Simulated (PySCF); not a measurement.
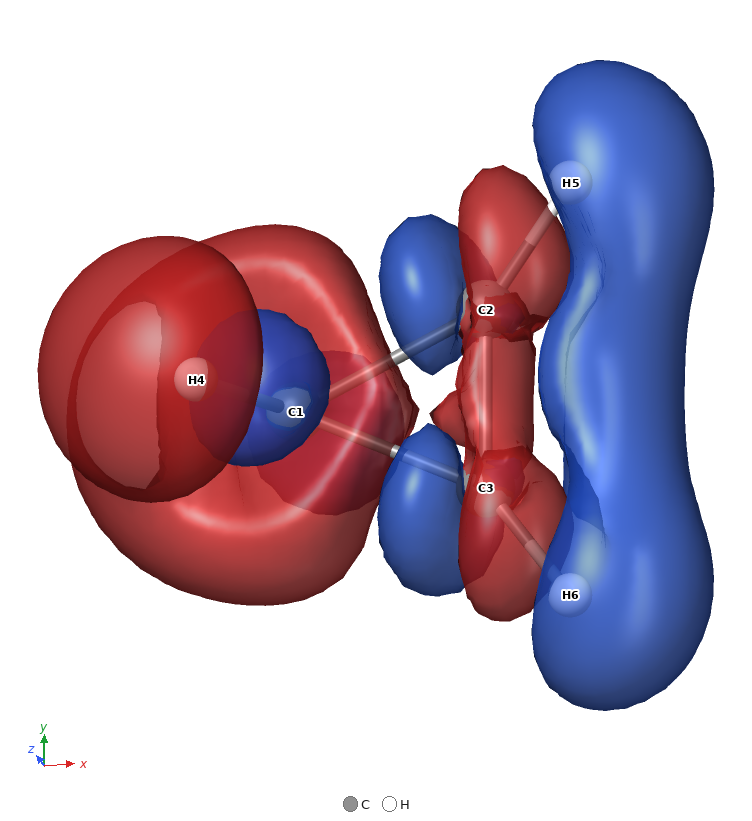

Figure 1: C3H3, charge −1, SMILES `[CH-]1C=C1`. Change of the electron density in a uniform field of 0.15 V/Å, surfaces at ±0.001 e/Å³ (blue: gain, red: loss).

Level of theory: r2SCAN/6-311G** (PySCF), at a geometry from GFN2-xTB. No frequency check shows the geometry to be a minimum. For an anion such functionals hold the outermost electrons too loosely, so the response is rough. The basis has no diffuse functions, which an anion needs.

Geometry (Å), atoms numbered from 1:

```
C1      -0.9710    0.0006   -0.1832
C2       0.4311    0.6503   -0.0151
C3       0.4301   -0.6508   -0.0152
H4      -1.4920    0.0007    0.9217
H5       1.0764    1.5055    0.1796
H6       1.0741   -1.5070    0.1795
```

### Along which Cartesian direction does the field point?

Along −x: electrons gather on the +x side, against the field.

### What dipole is induced, and what polarisability does it imply?

The induced dipole is 0.34 D (along the field); α along this axis, from the fields in both directions, is 44 bohr³ (6.5 Å³).

### Which atoms gain and lose the most charge?

Electrons gather most on H5 and H6 alike (Hirshfeld charge changes by −0.006 e) and leave C1 most (+0.010 e); 0.032 electrons are displaced in all.
